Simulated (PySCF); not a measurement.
# C$_{5}$H$_{9}$OSi (SMILES O[CH][C@H]1C=CC[SiH2]1) (doublet): what the fields show

```xyz
16

O     3.0514    0.1066    0.5464
C     1.7964   -0.3527    0.8675
C     0.7099   -0.3761   -0.1088
C    -0.3607   -1.3493    0.3056
C    -1.5661   -0.9030    0.6104
C    -1.8515    0.5650    0.5095
Si   -0.2748    1.3167   -0.2465
H     3.1462    0.1174   -0.4130
H     1.6043   -0.3140    1.9242
H     1.1125   -0.6578   -1.0899
H    -0.0920   -2.3936    0.3685
H    -2.3623   -1.5598    0.9318
H    -2.7449    0.7338   -0.0934
H    -2.0752    0.9659    1.5004
H     0.3568    2.3674    0.5484
H    -0.4576    1.7426   -1.6377
```

Geometry: GFN2-xTB.

These are results of UKS B3LYP, pcH-1 on C H O Si, non-relativistic, mean-field spin-orbit, GIAO (PySCF), not measurements.

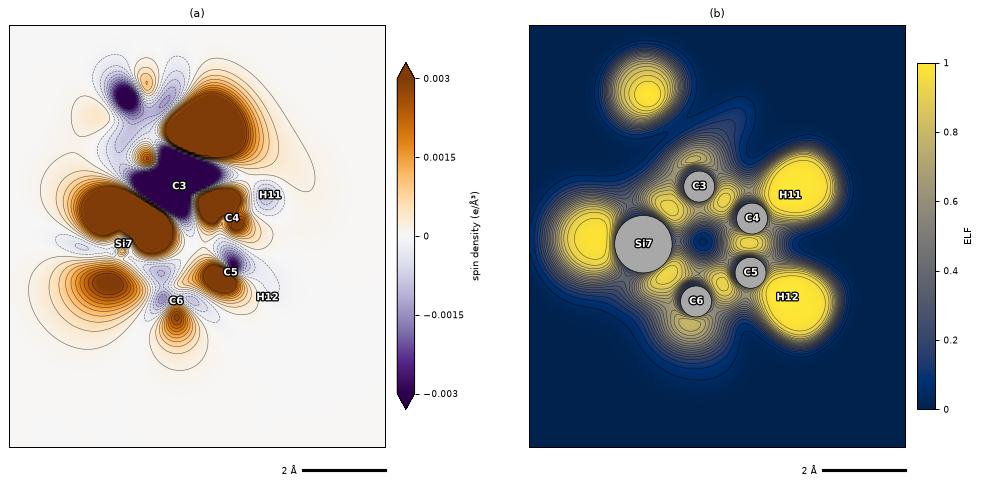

Figure 1. (a) spin density; (b) electron localisation function on the plane of atoms C6, C5 and H12. Grey discs cover the atomic cores in the ELF map.

Q: What do the fields say about this system?

A:
- The plane passes through C, Si and H nuclei.
- C–C (1.32 Å): the ELF peaks at about 0.95 between the atoms (a short, multiple covalent bond).
- C–Si (1.90 Å): the ELF peaks at about 0.95 between the atoms: a covalent bond.
- C–C (1.51 Å): the ELF peaks at about 0.90 between the atoms, as expected for a shared electron pair.
- C–Si (1.96 Å): the ELF peaks at about 0.95 between the atoms (a covalent bond).
- The unpaired spin (1 electron) lies mostly on C2 (about 0.6), O1 (about 0.2), C3 (about 0.1) and Si7 (about 0.1), in electrons by Hirshfeld's partition.

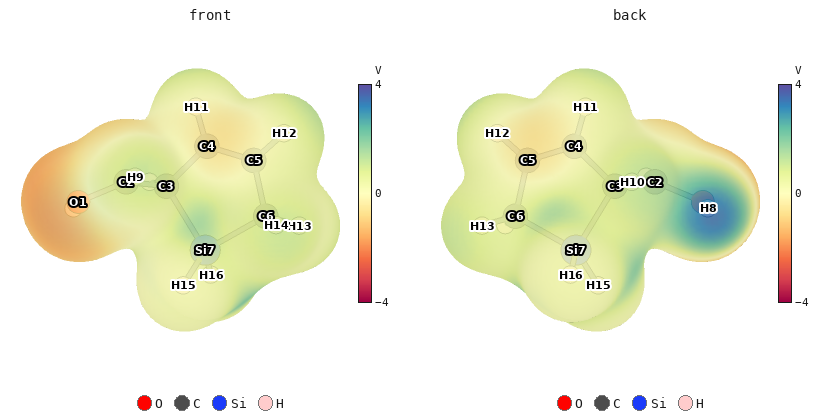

Figure 2. The electrostatic potential painted on the density surface at 0.004 e/bohr³, seen from the front and from behind; red is negative and blue positive.

Q: Where is the surface potential most negative and most positive?

A: The most negative region (about −1.7 V) lies over O1, the most positive (about +3.2 V) over H8. O1 is the likeliest acceptor of a hydrogen bond.
